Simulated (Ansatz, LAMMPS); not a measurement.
# Al55Cu45 (at. %) with crystalline order left by the classical run (74 atoms): geometry optimisation

How does Al55Cu45 (at. %) with crystalline order left by the classical run (74 atoms) relax, and what do bonds and levels look like afterwards?

Main program and level: Ansatz 0.2.0; Kohn-Sham DFT, PBE, PAW (set soft_2), plane waves.

## (1) Set-up

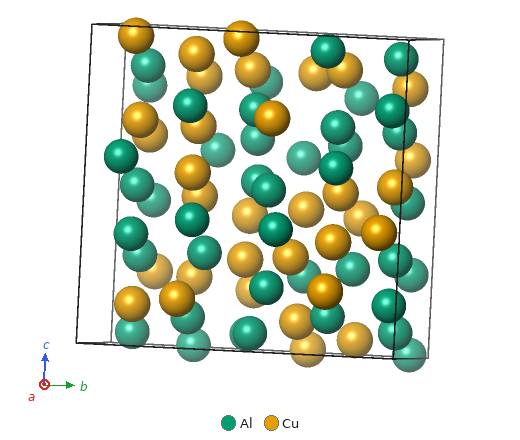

The starting structure, seen slightly off an axis (aluminium teal, copper orange).

The cell holds 74 atoms: 41 Al and 33 Cu. Its edges and angles: a = 10.231 Å, b = 10.231 Å, c = 10.231 Å, α = 90.0°, β = 90.0°, γ = 90.0°. 74 atoms (41 Al, 33 Cu) placed at random at 4.42 g/cm³, melted at 1800 K for 10 ps at fixed volume with the EAM Al-Cu potential (Cai and Ye, Phys. Rev. B 54, 8398 (1996)). Quenched from 1800 K to 300 K at 5 K/ps and zero pressure, held 5 ps.

What the set-up can't give: The quench rate of 5 K/ps is many orders above laboratory rates, so the cell is likely richer in defects and strain than a real sample. The starting topology of bonds comes from the classical model.

## (2) Single point at the start

The forces at the start show how far the geometry lies from a minimum of this functional.

input.yaml reads:

```yaml
crystal:
  lattice:
    - [10.23077, 0.0, 0.0]
    - [0.0, 10.23077, 0.0]
    - [0.0, 0.0, 10.23077]
  atoms:
    - { symbol: Al, position: [0.92547, 0.10423, 0.59036] }
    - { symbol: Al, position: [0.87565, 0.30846, 0.75945] }
    - { symbol: Al, position: [0.64992, 0.94029, 0.93602] }
    - { symbol: Al, position: [0.9112, 0.78021, 0.58739] }
    [... 64 atom lines left out ...]
    - { symbol: Cu, position: [0.36354, 0.29643, 0.47404] }
    - { symbol: Cu, position: [0.25867, 0.63317, 0.8765] }
    - { symbol: Cu, position: [0.32529, 0.62897, 0.4483] }
    - { symbol: Cu, position: [0.6983, 0.13416, 0.70603] }
    - { symbol: Cu, position: [0.61959, 0.12862, 0.12829] }
    - { symbol: Cu, position: [0.77586, 0.76833, 0.3539] }
kpoints:
  mp_grid: { grid: [2, 2, 2] }
hamiltonian:
  xc: pbe
scf:
  occupations: { method: fermi_dirac, width: 0.1 }
output:
  forces: true
```

The run is started by

```console
$ ansatz run input.yaml --threads 4 --pin off --max-ram 15872MiB --backend cpu --events-out ev --progress --plain --runs-dir out
```

The job ended after 2.1 min (4 threads of Arm Neoverse V1, shared host; peak memory 9 GiB).

Numbers from this run:

| Property | Result |
| --- | --- |
| free energy | -240669.9524 eV |
| free energy per atom | -3252.2967 eV/atom |
| SCF cycles | 10 |
| r.m.s. force component | 0.4399 eV/Å |
| longest force | 1.487 eV/Å |
| Fermi energy | 11.27 eV |

The r.m.s. force component of 0.44 eV/Å sets the starting point.

Neighbours are counted within 3.23 Å (Al-Al), 3.23 Å (Al-Cu), 3.23 Å (Cu-Cu).

Length of the force by element and coordination:

```tsv
element	coordination	atoms	mean length of the force (eV/Å)	spread	least	most
Al	all	41	0.82	0.283	0.275	1.49
Al	10	1	0.503	0	0.503	0.503
Al	11	11	0.884	0.307	0.449	1.49
Al	12	27	0.817	0.275	0.275	1.32
Al	13	2	0.666	0.0326	0.634	0.699
Cu	all	33	0.535	0.285	0.115	1.28
Cu	10	2	0.360	0.0324	0.327	0.392
Cu	11	11	0.508	0.280	0.217	1.28
Cu	12	18	0.550	0.276	0.115	1.15
Cu	13	2	0.726	0.382	0.344	1.11
```

## (3) Relaxation

The atoms are relaxed in the fixed cell, aiming at the force tolerance of the input.

input.yaml: that of step 2 with these lines changed.

```diff
@@ -15 +15,4 @@
   forces: true
+relax:
+  f_tol: 0.05
+  max_steps: 64
```

The job ended after 9.4 min (4 threads; peak memory 9.5 GiB).

Step by step:

```tsv
step	energy less that of the first step (eV)	largest force component (eV/Å)
1	0.0000	1.1318
2	-2.4533	0.6470
3	-3.7552	0.2593
4	-4.1239	0.0648
5	-4.1733	0.0494
```

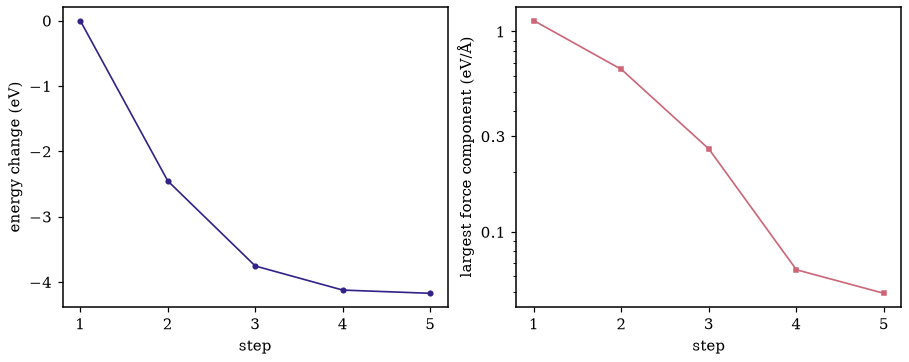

Energy and largest force along the relaxation.

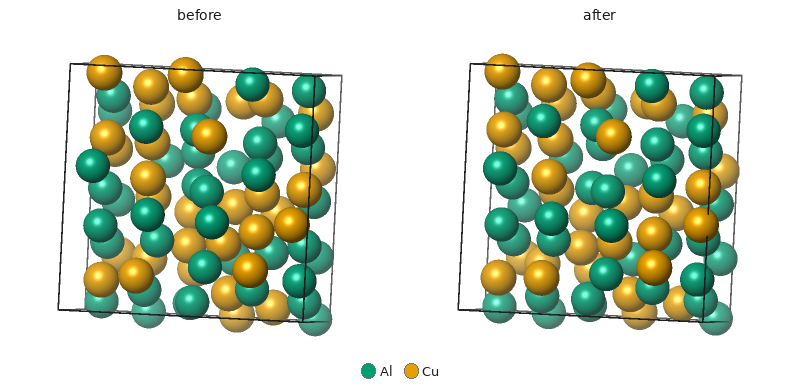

The structure before and after the relaxation, drawn at the same scale.

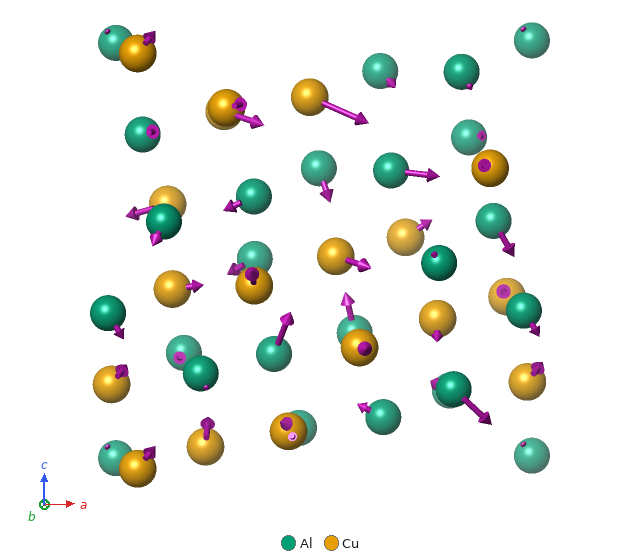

Displacements in the relaxation, exaggerated; the longest in the cell stands for 0.53 Å. Drawn is a slice 5 Å thick, seen along the normal of the ac plane.

The atoms that moved most (Å):

```tsv
atom	dx	dy	dz	length
Cu57	0.451	-0.215	-0.190	0.535
Cu71	-0.054	-0.462	0.151	0.489
Al32	0.108	-0.273	0.347	0.455
Al28	0.192	0.199	0.343	0.441
Al29	0.294	0.100	-0.279	0.418
Cu59	-0.264	-0.253	-0.166	0.402
Cu72	-0.133	-0.174	0.330	0.396
Cu65	-0.007	0.377	0.016	0.378
```

The relaxation changed the energy by -56.4 meV/atom, and atoms moved by 0.28 Å r.m.s., 0.54 Å at most.

## (4) Distances and neighbours after relaxation

Bonds before and after, by the cutoffs listed below:

```tsv
pair	bonds before	bonds after	mean before (Å)	mean after (Å)	spread before (Å)	spread after (Å)
Al-Al	135	135	2.816	2.847	0.193	0.170
Al-Cu	236	229	2.759	2.697	0.204	0.162
Cu-Cu	82	80	2.695	2.718	0.200	0.121
```

Density 4.97 g/cm³, 14.47 Å³ an atom.

Pair distribution functions g(r), in bins of 0.2 Å:

```tsv
r (Å)	total	Al-Al	Al-Cu	Cu-Cu
2.40	0.18	0.00	0.36	0.00
2.60	4.49	1.73	6.22	4.45
2.80	3.42	4.49	2.71	3.55
3.00	0.86	1.72	0.49	0.45
3.20	0.23	0.40	0.18	0.08
3.40	0.21	0.31	0.19	0.13
3.60	0.36	0.47	0.27	0.41
3.80	0.74	0.63	0.85	0.65
4.00	0.56	0.41	0.69	0.44
4.20	0.56	0.46	0.68	0.44
4.40	0.85	0.88	0.81	0.92
4.60	1.99	1.69	1.99	2.44
4.80	1.77	1.70	1.91	1.54
5.00	1.33	1.47	1.25	1.35
```

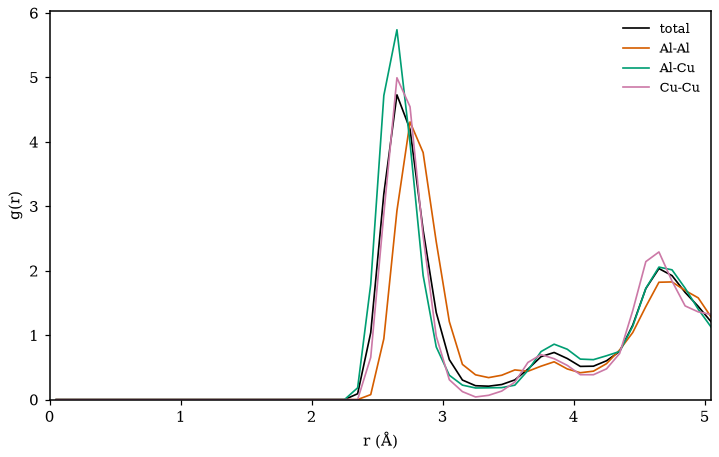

Pair distribution functions, lightly smoothed.

Neighbours by pair of elements; one cutoff, the widest of the pairs' first minima of g(r), serves all pairs of this metal:

```tsv
pair A-B	cutoff (Å)	bonds	mean length (Å)	spread (Å)	shortest (Å)	B about A	A about B
Al-Al	3.38	135	2.85	0.17	2.57	6.58	6.58
Al-Cu	3.38	229	2.70	0.162	2.43	5.58	6.94
Cu-Cu	3.38	80	2.72	0.121	2.51	4.85	4.85
```

How many atoms have how many bonded neighbours:

```tsv
element	mean	10	11	12	13	14
Al	12.2	0	5	25	10	1
Cu	11.8	1	6	25	1	0
```

Bond length by coordination (bonds to H left out):

```tsv
element	coordination	atoms	mean bond length (Å)
Al	11	5	2.71
Al	12	25	2.76
Al	13	10	2.83
Al	14	1	2.87
Cu	10	1	2.67
Cu	11	6	2.65
Cu	12	25	2.72
Cu	13	1	2.77
```

First main peaks of g(r), for some of the pairs, lie near 2.8 Å (Al-Al), 2.6 Å (Al-Cu) and 2.7 Å (Cu-Cu). By these cutoffs 61 % of Al atoms have 12 and 76 % of Cu atoms have 12 bonded neighbours.

## (5) Single point at the relaxed geometry

The electronic structure is read at the final geometry, in a run of its own.

input.yaml reads:

```yaml
crystal:
  lattice:
    - [10.23077, 0.0, 0.0]
    - [0.0, 10.23077, 0.0]
    - [0.0, 0.0, 10.23077]
  atoms:
    - { symbol: Al, position: [0.90885, 0.13236, 0.58127] }
    - { symbol: Al, position: [0.86464, 0.29651, 0.78193] }
    - { symbol: Al, position: [0.65656, 0.93181, 0.9288] }
    - { symbol: Al, position: [0.92535, 0.78582, 0.56277] }
    [... 64 atom lines left out ...]
    - { symbol: Cu, position: [0.34142, 0.30449, 0.49939] }
    - { symbol: Cu, position: [0.27261, 0.65313, 0.87779] }
    - { symbol: Cu, position: [0.31999, 0.58381, 0.46307] }
    - { symbol: Cu, position: [0.68534, 0.11719, 0.73831] }
    - { symbol: Cu, position: [0.61476, 0.11597, 0.13589] }
    - { symbol: Cu, position: [0.77501, 0.76048, 0.34368] }
kpoints:
  mp_grid: { grid: [2, 2, 2] }
hamiltonian:
  xc: pbe
scf:
  occupations: { method: fermi_dirac, width: 0.1 }
output:
  forces: true
  stress: true
  populations: true
  dos:
    method: { smearing: { sigma: 0.08 } }
    de: 0.1
    projected: { site_lists: { Al: [Al], Cu: [Cu] } }
  eigenvalues: true
  write_density: true
  write_potential: true
  volumetric_format: npy
  elf: true
```

Run time: 4 min. Hardware: 4 threads; peak memory 8.9 GiB; 16 min of CPU time.

The run gave:

```yaml
free_energy: -240674.1257 eV
free_energy_per_atom: -3252.3531 eV/atom
scf_cycles: 10
pressure: -1.319 GPa
r_m_s_force_component: 0.0103 eV/Å
longest_force: 0.05307 eV/Å
fermi_energy: 11.3 eV
levels_partly_filled_by_over_2_per_cent: 78
spilling_of_the_projection: 0.007188
```

States in the cell by windows of 1 eV, zero at the Fermi level; the larger projections on atomic orbitals stand beside the total:

```tsv
from (eV)	to (eV)	total	Cu d	Al p	Al s	Cu s
-18	-11	0.0	0.0	0.0	0.0	0.0
-11	-10	4.3	0.0	0.9	2.0	1.4
-10	-9	7.6	0.1	2.8	3.0	1.6
-9	-8	10.7	0.2	4.7	3.8	1.9
-8	-7	17.5	1.0	8.5	5.4	2.4
-7	-6	18.7	2.7	8.7	4.8	2.3
-6	-5	29.1	11.1	10.0	5.0	2.7
-5	-4	92.7	72.9	12.8	3.2	3.3
-4	-3	180.0	163.4	12.1	2.0	1.5
-3	-2	74.9	57.5	11.7	3.1	1.8
-2	-1	25.2	7.7	12.1	2.7	1.5
-1	0	25.0	4.4	11.9	4.6	2.4
0	1	25.5	2.8	10.9	6.0	3.5
1	2	27.2	1.9	13.0	5.3	3.4
2	3	26.5	1.2	11.8	5.0	3.8
```

The curve was stored every 0.10 eV, coarse against its broadening of 0.08 eV, so these counts are rough.

The stored curve holds about 486 of the 750 electrons; the rest, give or take the few that broadening carries across the Fermi level, lie in deeper levels below its range.

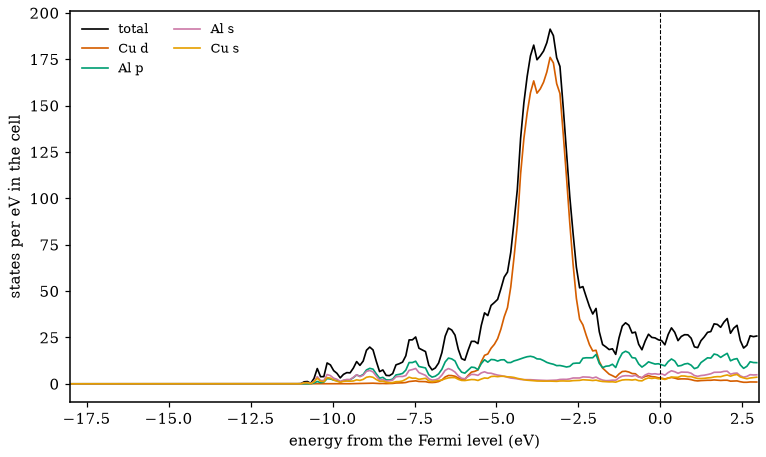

Total and projected density of states, with the broadening of the input.

The levels nearest the highest filled one (over half full), pooled over k-points and spins:

```tsv
level less the highest filled one (eV)	occupation
-0.0598	1.31
-0.0592	1.31
-0.0332	1.18
-0.0291	1.16
-0.0207	1.12
0	1.02
0.008	0.98
0.0378	0.832
0.0387	0.828
0.0419	0.813
0.0487	0.78
0.0511	0.769
```

Within 0.4 eV of the Fermi level the largest share is Al p (48 % of the projected weight).

## (6) Summary of results

| Item | Value |
| --- | --- |
| energy change in the relaxation | -56.4 meV/atom |
| r.m.s. displacement | 0.276 Å |
| largest displacement | 0.535 Å |
| free energy per atom | -3252.3531 eV/atom |
| pressure | -1.319 GPa |
| r.m.s. force component | 0.0103 eV/Å |
| wall time of the 3 DFT runs | 16 min |

Relaxation lowers the energy by 56.4 meV/atom and moves atoms by 0.28 Å r.m.s.; the r.m.s. force component goes from 0.44 to 0.010 eV/Å. By the final cutoffs 17 of 453 bonded pairs parted and 8 joined. From the first step to the last the energy fell by 4.173 eV, and the largest move was 0.53 Å (Cu57). The Al-Cu bonds change most in mean length: from 2.759 Å (spread 0.204) to 2.697 Å (spread 0.162), and their number from 236 to 229. With the cutoffs above, 61 % of Al atoms have 12 and 76 % of Cu atoms have 12 bonded neighbours. 78 levels are partly filled, by over 2 % (on the run's k-points), as in a metal.

Caveats: The network of bonds at the start is that of the classical potential that made the cell; in DFT 17 of its 453 bonded pairs passed out of the cutoffs and 8 came within them.

[Logs are printed without paths, hosts, clocks, repeated set-up lines and the standing remarks that a program may print on its own settings, such as how far it seeks lower states.]

[Hosts, paths, dates, database ids (printed as entryN), source tags and the programs' standing remarks are cut or masked in the printed files.]
